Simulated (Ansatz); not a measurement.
# How many bands does the GW gap of SiBPC (zincblende [110] superlattice) need?

Wanted: a G0W0 gap for SiBPC (zincblende [110] superlattice) that is converged in bands and cutoff, or an estimate of the limit.

Method: G0W0 on PBEsol, plane waves, PAW; PAW set soft_1, in Ansatz 0.2.0.

## Step 1: The structure

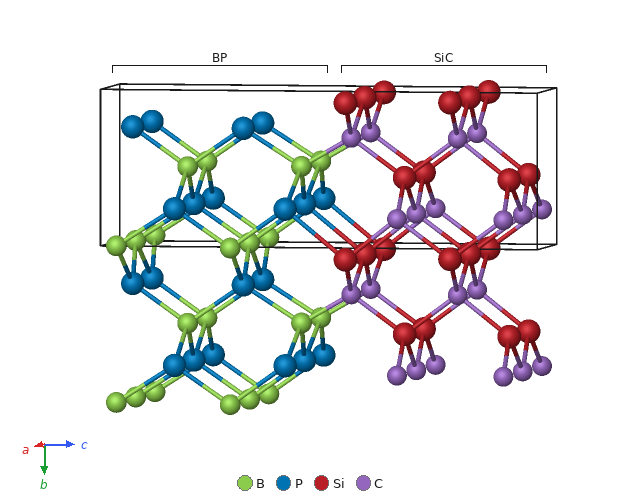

Start, viewed from the side, with the c axis across the page; boron green, phosphorus blue, silicon red, carbon purple. 2×2×1 cells are drawn. Some periodic images of atoms are drawn too.

The cell holds 16 atoms: 4 B, 4 P, 4 Si and 4 C. Its edges and angles: a = 3.141 Å, b = 4.453 Å, c = 12.601 Å, α = 90.0°, β = 90.0°, γ = 90.0°. It derives from BP. Regions: BP, 8 atoms (4 B and 4 P); SiC, 8 atoms (4 Si and 4 C). The structure's axis is c.

The structure was relaxed with PBEsol. The runs that relaxed it are not among those shown.

## Step 2: 86 empty bands, screening to 36 eV

G0W0 replaces the xc potential by the self-energy, built once from these orbitals. Only a window of levels is corrected, while the sums run over the empty bands that the input names. This step takes PAW set soft_1 files.

Input file input.yaml:

```yaml
crystal:
  lattice:
    - [3.140640583, 0.0, 0.0]
    - [0.0, 4.4528456644, 5.055e-07]
    - [0.0, 1.4305e-06, 12.6006533662]
  atoms:
    - { symbol: B, position: [0.0, -0.0370428432, 0.0567315172] }
    - { symbol: P, position: [0.5, 0.219662304, 0.0720666123] }
    - { symbol: B, position: [0.5, 0.4709245627, 0.197766228] }
    - { symbol: P, position: [0.0, 0.7235339537, 0.1899345751] }
    - { symbol: B, position: [0.0, -0.0290762478, 0.3174022495] }
    - { symbol: P, position: [0.5, 0.2235335371, 0.3252337836] }
    - { symbol: B, position: [0.5, 0.4629538172, 0.4584365217] }
    - { symbol: P, position: [0.0, 0.7196604401, 0.4431020583] }
    - { symbol: Si, position: [0.0, 0.0390098307, 0.5811794873] }
    - { symbol: C, position: [0.5, 0.277716684, 0.5725258259] }
    - { symbol: Si, position: [0.5, 0.5298817203, 0.6945163783] }
    - { symbol: C, position: [0.0, 0.7763148352, 0.6990456853] }
    - { symbol: Si, position: [0.0, 0.029882343, 0.8206533273] }
    - { symbol: C, position: [0.5, 0.276314885, 0.8161246074] }
    - { symbol: Si, position: [0.5, 0.5390119594, 0.9339905031] }
    - { symbol: C, position: [0.0, 0.7777182187, 0.9426438346] }
kpoints:
  mp_grid: { grid: [4, 4, 2] }
hamiltonian:
  xc: pbesol
  pseudopotentials: { kind: paw, azcp: { folder: soft_1 }, xc_functional: pbe }
scf:
  occupations: { method: fixed }
gw:
  n_empty_bands: 86
  ecut_chi: 36
  qp_bands: [v4, c4]
  qp_kpoints: band_edges
  screening: { model: contour_deformation }
```

Launch:

```sh
ansatz run input.yaml --threads 4 --pin off --max-ram 17510MiB --backend cpu --events-out ev --progress --plain --runs-dir out
```

Numbers of over 12 decimals in the logs are rounded to 6 here.

Log:

```text
Warning: the atoms were moved onto the symmetric positions of the space group found under crystal.symmetry.tolerance 1.0e-5 (fractional; no operation is sought that the atoms, as they stand in a round, miss by more than twice it, and no atom is moved by as much as it), and the run uses the moved positions. Before a round's move an operation carried an atom to 2.04e-5 Å from where it should land, the largest such dist [...]
Engine: ansatz 0.2.0, aarch64-unknown-linux-gnu
Pseudopotentials: kind: paw
Pseudopotential: B, paw, valence charge 3, recommended cutoff 420 eV (normal), soft_1/B.paw.azcp
Pseudopotential: P, paw, valence charge 5, recommended cutoff 420 eV (normal), soft_1/P.paw.azcp
Pseudopotential: Si, paw, valence charge 4, recommended cutoff 420 eV (normal), soft_1/Si.paw.azcp
Pseudopotential: C, paw, valence charge 4, recommended cutoff 420 eV (normal), soft_1/C.paw.azcp
Functional definition: PBEsol
  exchange = pbesol_x
  correlation = pbesol_c
Crystal: 16 atoms, lattice volume = 176.217 Å³
Basis set: ecut = 420 eV, 3451 PW (Γ)
Bands: 48, of which v1, the nominal top of the filled ones, is band 32 counted from 1 (31 counted from 0)
Symmetry: 4 space group operations
Space group: Pmn21 (ITA 31), of the structure as read, at distance tolerance 5.6e-5 Å
k-points: 18 of 32 (time reversal used)
Non-local potential: B, projectors of the file, l = 0: 2, l = 1: 2, l = 2: 1
Non-local potential: P, projectors of the file, l = 0: 2, l = 1: 2, l = 2: 1
Non-local potential: Si, projectors of the file, l = 0: 2, l = 1: 2, l = 2: 1
Non-local potential: C, projectors of the file, l = 0: 2, l = 1: 2, l = 2: 1
PAW form: soft (Blöchl's): semilocal exchange-correlation on the pseudo side does not see the compensation charge
PAW frozen core: B, regenerated for the run's functional, and the local potential with it (the file was generated under x = pbe(κ = 0.804, μ = 0.219515), c = pbe(β = 0.066725))
PAW frozen core: P, regenerated for the run's functional, and the local potential with it (the file was generated under x = pbe(κ = 0.804, μ = 0.219515), c = pbe(β = 0.066725))
PAW frozen core: Si, regenerated for the run's functional, and the local potential with it (the file was generated under x = pbe(κ = 0.804, μ = 0.219515), c = pbe(β = 0.066725))
PAW frozen core: C, regenerated for the run's functional, and the local potential with it (the file was generated under x = pbe(κ = 0.804, μ = 0.219515), c = pbe(β = 0.066725))
PAW one-centre angular grid: B, 110 points (default); XC on 64 Gauss nodes
PAW one-centre angular grid: P, 110 points (default); XC on 64 Gauss nodes
PAW one-centre angular grid: Si, 110 points (default); XC on 64 Gauss nodes
PAW one-centre angular grid: C, 110 points (default); XC on 64 Gauss nodes
Initial density: superposition of atomic densities (chi_scale 0.1, normalization cell, long waves kept (reshape's long-wave potential 0.69 eV rms))
Initial wavefunctions: pseudopotential atomic-orbital guess
Functional: x = pbesol(κ = 0.804, μ = 0.123457), c = pbesol(β = 0.046)
SCF iter   1: F=—  HF=-7056.130283 eV  |F-HF|=—  |Δ(HF+E_count)|=         —  Δρ=1.06e-1  dr2=2.58e1  ethr=3.10e-3  ⟨swp⟩=5.6  Hψ=3423  notcnv=0  defer=243
preconditioner: auto → Resta (q_TF=auto, 2.305 Å⁻¹)  ε∞=4.7  [insulator: Δε(μ)=2.034 eV  Ē_g=11.631 eV  n_scr=32 (ndim 8)  ℏωp=22.4 eV  f_vac=0.000  ε∞_Penn≈4.7]
SCF iter   2: F=—  HF=-7049.013228 eV  |F-HF|=—  |Δ(HF+E_count)|=    7.12e0  Δρ=4.28e-2  dr2=3.39e0  ethr=3.10e-3  ⟨swp⟩=3.4  Hψ=1807  notcnv=0  defer=241
SCF iter   3: F=—  HF=-7048.017845 eV  |F-HF|=—  |Δ(HF+E_count)|=   9.95e-1  Δρ=1.32e-2  dr2=2.65e-1  ethr=3.10e-3  ⟨swp⟩=3.2  Hψ=1238  notcnv=0  defer=246
SCF iter   4: F=—  HF=-7047.962460 eV  |F-HF|=—  |Δ(HF+E_count)|=   5.54e-2  Δρ=2.21e-3  dr2=1.23e-2  ethr=4.15e-4  ⟨swp⟩=3.1  Hψ=1566  notcnv=0  defer=252
SCF iter   5: F=—  HF=-7047.963357 eV  |F-HF|=—  |Δ(HF+E_count)|=   8.97e-4  Δρ=7.59e-4  dr2=8.44e-4  ethr=1.92e-5  ⟨swp⟩=3.1  Hψ=978  notcnv=0  defer=252
SCF iter   6: F=—  HF=-7047.963810 eV  |F-HF|=—  |Δ(HF+E_count)|=   4.53e-4  Δρ=1.51e-4  dr2=5.93e-5  ethr=1.32e-6  ⟨swp⟩=2.4  Hψ=1222  notcnv=0  defer=252
SCF iter   7: F=—  HF=-7047.963817 eV  |F-HF|=—  |Δ(HF+E_count)|=   6.95e-6  Δρ=2.42e-5  dr2=8.67e-7  ethr=9.27e-8  ⟨swp⟩=2.4  Hψ=1322  notcnv=0  defer=252
SCF iter   8: F=-7047.963817 eV  HF=-7047.963817 eV  |F-HF|=2.54e-8  |Δ(HF+E_count)|=   2.64e-7  Δρ=4.51e-6  dr2=4.86e-8  ethr=1.56e-10  ⟨swp⟩=16.5  Hψ=5751  notcnv=0
SCF 1 converged in 8 iterations: F = -7047.963817 eV  dr2 = 4.86e-8
  greatest PAW one-centre occupation: 0.767 electrons in one spin orbital (limit 2), on the P atom at site 7 (counted from 0), in its partial waves of l = 0
NSCF: frozen V_eff on 18 k-points
G₀W₀ screening: q 1/18
[... further progress lines ...]
SCF converged after 8 iterations
Free energy (F): -7047.963817 eV
Harris-Foulkes:  -7047.963817 eV  (|F-HF|=2.54e-8)
Internal energy: -7047.963817 eV  (E = F + TS)
E sigma→0 (E₀):  -7047.963817 eV
Fermi energy:    9.968797 eV
--- Per-component energies (eV) ---
  E_band       = 199.314425
  E_kinetic    = 1012.278409
  E_local      = -643.165967  (includes V_loc(G=0)·N_el)
  E_nonlocal   = 342.066037
  E_hartree    = 202.090297
  E_xc         = -842.486580
  E_vxc        = -837.700846  (∫ρ·V_xc dr)
  E_paw        = -4848.098180  (= ΣΔE_a)
  E_vpaw       = -78.343608  (= ΣTr[D̂ρ^β])
  E_aug_tail   = 0.000235  (compensation charges beyond the density's cutoff)
  E_ewald      = -2271.101941
  E_core_change = 0.453873  (= ΣΔE_core)
  E_smearing   = -0.000000  (= −TS)
  E_closure    = -0.000000  (closes the sum)
  Σ components = -7047.963817   (vs F -7047.963817, Δ=0.00e0)
--- Band table (eV; the first three rows and the last of 18) ---
  k-point 0: bands = [... 28 lower, 9.4301, 9.4827, 9.6857, 9.9502, 10.4528, 11.5902, 11.9288, 12.3066, ... 12 higher]
  k-point 1: bands = [... 28 lower, 8.9499, 9.3864, 9.5350, 9.9688, 10.8162, 11.5166, 12.2187, 12.6294, ... 12 higher]
  k-point 2: bands = [... 28 lower, 8.8939, 9.0022, 9.0374, 9.0871, 10.9210, 12.0511, 12.3836, 12.8892, ... 12 higher]
  k-point 17: bands = [... 28 lower, 7.5707, 7.5707, 7.9145, 7.9145, 13.3920, 13.3920, 13.7825, 13.7825, ... 12 higher]
--- G₀W₀: contour deformation, 7 samples at zero and on the imaginary axis and 1 off it, 32 q-points, 86 empty bands' worth ---
  eigenvalues of the whole cell's RPA ε∞ on this k-mesh (on a slab, of 1 + 4πα/V) = 8.4090, 8.5699, 10.3284; static W/v taken at q = 0 is 0.104125
  gw.qp_kpoints: band_edges: 9 of 18 stored k-points solved, in 1 pass; an edge of the gap read off the rows below is read off those points alone
    valence top: of the k-points left out ik 6 came nearest to being solved in a further pass, in band 32 (counted from 1, as in the quasiparticle table): it holds the edge there only if its correction is more favourable than any solved in that band by at least 0.810 eV; those differ by 0.333 eV
    conduction bottom: of the k-points left out ik 15 came nearest to being solved in a further pass, in band 33 (counted from 1, as in the quasiparticle table): it holds the edge there only if its correction is more favourable than any solved in that band by at least 0.993 eV; those differ by 0.312 eV
    ik  band        ε_KS         Σx   Σc(E_QP)       V_xc       Z   E_QP_lin       E_QP  E_QP is
     0    29      9.4301   -17.3767     2.6039   -15.2511  0.8010     9.9067     9.9083  root
     0    30      9.4827   -16.9743     2.2898   -15.1805  0.8050     9.9772     9.9787  root
     0    31      9.6857   -16.9887     2.2825   -15.2280  0.8054    10.2058    10.2074  root
     0    32      9.9502   -16.8903     2.3517   -15.0694  0.8045    10.4794    10.4811  root
     0    33     10.4528    -7.2643    -3.4619   -11.6729  0.8182    11.4060    11.3996  root
     0    34     11.5902    -7.3378    -3.6567   -12.0481  0.8137    12.6526    12.6438  root
     0    35     11.9288    -7.1558    -3.8224   -12.0603  0.8134    13.0206    13.0109  root
     0    36     12.3066    -7.3024    -3.7895   -12.2283  0.8165    13.4540    13.4430  root
     1    29      8.9499   -17.0745     2.3530   -15.1179  0.8014     9.3453     9.3463  root
     1    30      9.3864   -17.3191     2.6100   -15.1803  0.8008     9.8560     9.8576  root
     1    31      9.5350   -16.7267     2.1807   -15.0073  0.8047     9.9949     9.9964  root
     1    32      9.9688   -16.9272     2.3552   -15.1068  0.8046    10.5018    10.5036  root
     1    33     10.8162    -7.1874    -3.6093   -11.7902  0.8163    11.8166    11.8096  root
     1    34     11.5166    -7.2114    -3.7151   -11.9730  0.8145    12.5718    12.5632  root
     1    35     12.2187    -7.4718    -3.6824   -12.2719  0.8100    13.3469    13.3363  root
     1    36     12.6294    -7.2328    -3.8609   -12.2454  0.8099    13.7930    13.7812  root
     2    29      8.8939   -17.0751     2.4167   -15.0557  0.8002     9.2904     9.2913  root
     2    30      9.0022   -17.3016     2.6688   -15.0423  0.7988     9.4106     9.4116  root
     2    31      9.0374   -16.8783     2.5341   -14.7657  0.7991     9.4578     9.4589  root
     2    32      9.0871   -16.9187     2.3565   -14.9800  0.8023     9.5038     9.5050  root
     2    33     10.9210    -7.4019    -3.5353   -11.9335  0.8165    11.9245    11.9173  root
     2    34     12.0511    -7.1679    -3.7834   -12.0544  0.8124    13.1644    13.1542  root
     2    35     12.3836    -7.2489    -3.8830   -12.2645  0.8114    13.5276    13.5162  root
     2    36     12.8892    -7.0811    -3.8938   -12.1339  0.8138    14.0602    14.0483  root
[...]
16    29      7.9603   -17.5285     2.8799   -14.9886  0.7945     8.2994     8.3004  root
    16    30      7.9603   -17.5285     2.8799   -14.9886  0.7945     8.2994     8.3004  root
    16    31      8.0916   -17.5090     2.8596   -15.0106  0.7945     8.4517     8.4528  root
    16    32      8.0916   -17.5090     2.8596   -15.0106  0.7945     8.4517     8.4528  root
    16    33     13.3482    -8.0707    -3.8838   -13.2037  0.8063    14.6136    14.5975  root
    16    34     13.3482    -8.0707    -3.8838   -13.2037  0.8063    14.6136    14.5975  root
    16    35     13.5437    -7.8527    -3.9414   -13.0685  0.8025    14.8351    14.8181  root
    16    36     13.5437    -7.8527    -3.9414   -13.0685  0.8025    14.8351    14.8181  root
```

It took 65 s on 4 threads of Arm Neoverse V1, shared host; peak memory 0.84 GiB; 4.1 min of CPU time.

In the SCF lines HF is the Harris–Foulkes energy and dr2 the Hartree energy of the density residual, in eV; the loop may stop once dr2 is under the threshold and the program's other checks hold. Hψ counts applications of the Hamiltonian.

This step gave:

```
bands summed                                 : 118
RPA ε∞ on this mesh (eigenvalues)            : 8.409, 8.570, 10.33
plane waves in the screening matrix          : 91
q-points in the mesh                         : 32
G0W0 gap on the mesh                         : 0.8712 eV
k of the valence top                         : 0, 0, -0.5
k of the conduction bottom                   : -0.5, 0, 0
starting gap on the mesh                     : 0.4683 eV
Z at the valence top                         : 0.8046
Z at the conduction bottom                   : 0.8188
least direct G0W0 gap on the computed points : 0.9185 eV
```

The gap on the mesh goes from 0.47 eV to 0.87 eV, a correction of +0.40 eV. Between the two edge states, bare exchange in place of the xc potential would open the gap by 6.17 eV, and correlation takes back 5.77 eV.

## Step 3: 341 empty bands, screening to 90 eV

Bands and screening cutoff are moved together, since each hides the error of the other.

input.yaml, as its differences from that of step 2:

```diff
@@ -30,4 +30,4 @@
 gw:
-  n_empty_bands: 86
-  ecut_chi: 36
+  n_empty_bands: 341
+  ecut_chi: 90.0
   qp_bands: [v4, c4]
```

Log:

```text
[...]
Crystal: 16 atoms, lattice volume = 176.217 Å³
Basis set: ecut = 420 eV, 3451 PW (Γ)
Bands: 48, of which v1, the nominal top of the filled ones, is band 32 counted from 1 (31 counted from 0)
[... 1 set-up line as in the run before ...]
[...]
k-points: 18 of 32 (time reversal used)
[...]
SCF iter   1: F=—  HF=-7056.130283 eV  |F-HF|=—  |Δ(HF+E_count)|=         —  Δρ=1.06e-1  dr2=2.58e1  ethr=3.10e-3  ⟨swp⟩=5.6  Hψ=3423  notcnv=0  defer=243
[...]
SCF iter   8: F=-7047.963817 eV  HF=-7047.963817 eV  |F-HF|=2.54e-8  |Δ(HF+E_count)|=   2.64e-7  Δρ=4.51e-6  dr2=4.86e-8  ethr=1.56e-10  ⟨swp⟩=16.5  Hψ=5751  notcnv=0
SCF 1 converged in 8 iterations: F = -7047.963817 eV  dr2 = 4.86e-8
[...]
NSCF: frozen V_eff on 18 k-points
G₀W₀ screening: q 1/18
[... further progress lines ...]
SCF converged after 8 iterations
Free energy (F): -7047.963817 eV
[...]
Internal energy: -7047.963817 eV  (E = F + TS)
E sigma→0 (E₀):  -7047.963817 eV
Fermi energy:    9.968797 eV
[...]
--- Band table (eV; the first three rows and the last of 18) ---
  k-point 0: bands = [... 28 lower, 9.4301, 9.4827, 9.6857, 9.9502, 10.4528, 11.5902, 11.9288, 12.3066, ... 12 higher]
  k-point 1: bands = [... 28 lower, 8.9499, 9.3864, 9.5350, 9.9688, 10.8162, 11.5166, 12.2187, 12.6294, ... 12 higher]
  k-point 2: bands = [... 28 lower, 8.8939, 9.0022, 9.0374, 9.0871, 10.9210, 12.0511, 12.3836, 12.8892, ... 12 higher]
  k-point 17: bands = [... 28 lower, 7.5707, 7.5707, 7.9145, 7.9145, 13.3920, 13.3920, 13.7825, 13.7825, ... 12 higher]
[...]
bands read: the sum over 373 bands ends inside a degenerate multiplet in 10 slots, whose members it reads at an even weight; the widest, k=4: bands 373 to 374 (counted from 1) at 1/2 each
[...]
0    29      9.4301   -17.3767     1.8431   -15.2511  0.7879     9.1469     9.1475  root
     0    30      9.4827   -16.9743     1.5458   -15.1805  0.7918     9.2343     9.2347  root
     0    31      9.6857   -16.9887     1.5204   -15.2280  0.7919     9.4450     9.4455  root
     0    32      9.9502   -16.8903     1.5663   -15.0694  0.7910     9.6953     9.6957  root
     0    33     10.4528    -7.2643    -3.9712   -11.6729  0.8098    10.8915    10.8902  root
     0    34     11.5902    -7.3378    -4.2429   -12.0481  0.8039    12.0593    12.0577  root
     0    35     11.9288    -7.1558    -4.3935   -12.0603  0.8042    12.4419    12.4398  root
     0    36     12.3066    -7.3024    -4.3810   -12.2283  0.8073    12.8539    12.8515  root
[...]
16    33     13.3482    -8.0707    -4.5345   -13.2037  0.7949    13.9503    13.9468  root
    16    34     13.3482    -8.0707    -4.5345   -13.2037  0.7949    13.9503    13.9468  root
    16    35     13.5437    -7.8527    -4.6074   -13.0685  0.7908    14.1558    14.1521  root
    16    36     13.5437    -7.8527    -4.6074   -13.0685  0.7908    14.1558    14.1521  root
```

It took 6.4 min on 4 threads; peak memory 2.5 GiB.

This step gave:

* bands summed: 373
* RPA ε∞ on this mesh (eigenvalues): 8.204, 8.351, 10.05
* plane waves in the screening matrix: 337
* q-points in the mesh: 32
* G0W0 gap on the mesh: 1.150 eV
* k of the valence top: 0, 0, -0.5
* k of the conduction bottom: -0.5, 0, 0
* starting gap on the mesh: 0.4683 eV
* Z at the valence top: 0.7911
* Z at the conduction bottom: 0.8104
* least direct G0W0 gap on the computed points: 1.195 eV

Against the run with 4×4×2 mesh, 86 empty bands, screening to 36 eV, PAW set soft_1 files, the gap moves by +0.28 eV.

## Step 4: The runs together

Times are wall times on 4 threads of Arm Neoverse V1, shared host. The host was busy with other work, so they are no guide to cost.

```
 mesh           files            frequency  bands summed  cutoff (eV)  start (eV)  G0W0 (eV)     time  host memory (GiB)
4×4×2  PAW set soft_1  contour deformation           118           36       0.468      0.871     65 s               0.84
4×4×2  PAW set soft_1  contour deformation           373           90       0.468      1.150  6.4 min                2.5
```

The parts of the quasiparticle energy at the two band edges (eV; QP = start + Σx + Σc − Vxc):

```
      run               edge  start      Σx     Σc     Vxc     Z     QP
118 bands        valence top   9.97  -16.93   2.36  -15.11  0.80  10.50
118 bands  conduction bottom  10.44   -7.34  -3.41  -11.69  0.82  11.37
373 bands        valence top   9.97  -16.93   1.57  -15.11  0.79   9.72
373 bands  conduction bottom  10.44   -7.34  -3.92  -11.69  0.81  10.87
```

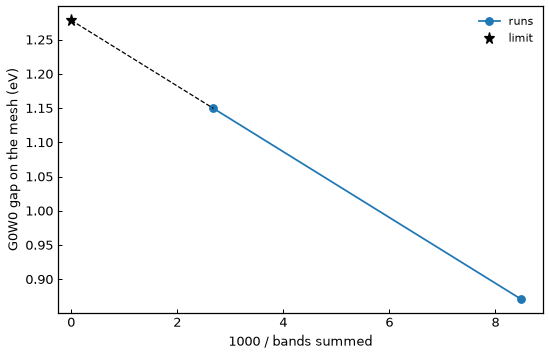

The gap against one over the number of bands; the dashed line carries the two highest rungs to the limit.

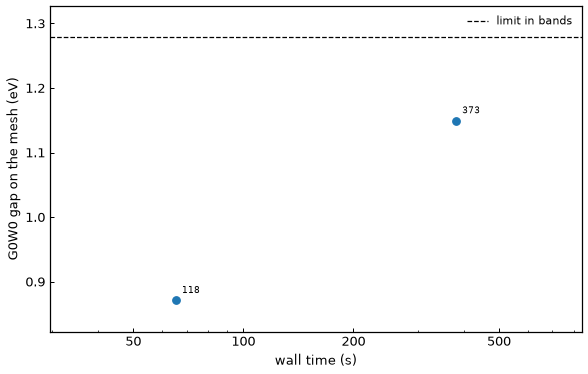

Result against wall time.

## Step 5: Summary of results

| Item | Value |
| --- | --- |
| 118 bands, 36 eV | 0.871 eV |
| 373 bands, 90 eV | 1.150 eV |
| estimated limit in bands and cutoff | 1.28 eV |
| mesh and start | 4×4×2, PBEsol |

In words: A line in one over the bands through the two rungs gives 1.28 eV, +0.13 eV from the top rung; with two points alone it is an unchecked estimate. The rungs stand 0.41 eV (118 bands) and 0.13 eV (373 bands) from it. From 118 to 373 bands the gap moves by +0.28 eV while the time grows 5.8-fold. Σc changes by −0.79 eV at the valence top and −0.51 eV at the conduction bottom, so the levels themselves move more than the gap between them. The 4×4×2 mesh is coarse for this cell (its supercell is 13 Å along the shortest edge). The RPA ε∞ on it, from the PBEsol start, is 8.20, 8.35 and 10.05; such meshes misread the long-range screening, most where the gap is narrow.

[Paths, hosts, dates, memory and timing lines, banners, echoed tables and standing remarks are left out of the program output.]

[Logs are printed without paths, hosts, clocks, repeated set-up lines and the standing remarks that a program may print on its own settings, such as how far it seeks lower states.]

[Runs of the session that timed out or met a known fault of the program may be left out.]

[Cells called generated may have been cut or substituted from an entry of the Crystallography Open Database or the Materials Project.]

[Hosts, paths, dates, database ids (printed as entryN), source tags and the programs' standing remarks are cut or masked in the printed files.]
